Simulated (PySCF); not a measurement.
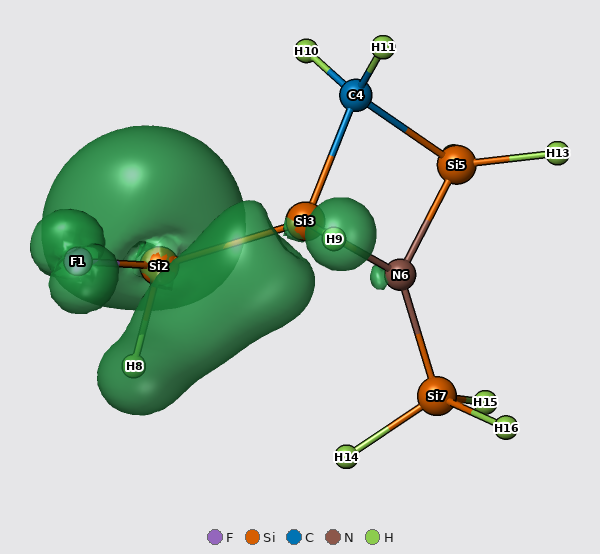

CH9FNSi4 (doublet). Isosurfaces of the spin density (α minus β) at +0.015 (green) and −0.015 e/Å³ (red), seen at an oblique angle.

Geometry: GFN2-xTB.

Theory: UKS B3LYP, pcH-1 on C F H N Si, non-relativistic, mean-field spin-orbit, GIAO (PySCF 2.14.0, density-fitted response routines).

| atom | x (Å) | y (Å) | z (Å) |
| --- | --- | --- | --- |
| F | 3.3789 | 1.1158 | -1.6286 |
| Si | 1.7752 | 0.8179 | -1.8058 |
| Si | 1.1477 | -0.1227 | 0.1649 |
| C | 0.6649 | -1.9744 | 0.0341 |
| Si | -1.1488 | -1.4618 | 0.3047 |
| N | -0.5861 | 0.1942 | 0.3278 |
| Si | -1.4625 | 1.6460 | 0.6292 |
| H | 1.3973 | 2.1604 | -2.2736 |
| H | 1.7541 | 0.1468 | 1.4880 |
| H | 0.8677 | -2.4586 | -0.9168 |
| H | 1.0743 | -2.6133 | 0.8100 |
| H | -2.0554 | -1.6899 | -0.8180 |
| H | -1.7369 | -1.8729 | 1.5780 |
| H | -0.7424 | 2.7190 | -0.0663 |
| H | -2.8115 | 1.4617 | 0.0950 |
| H | -1.5240 | 1.9409 | 2.0660 |

Q: Which atoms carry the spin?

A: The unpaired spin (1 electron) lies mostly on Si2 (about 0.7) and Si3 (about 0.1), in electrons by Hirshfeld's partition.
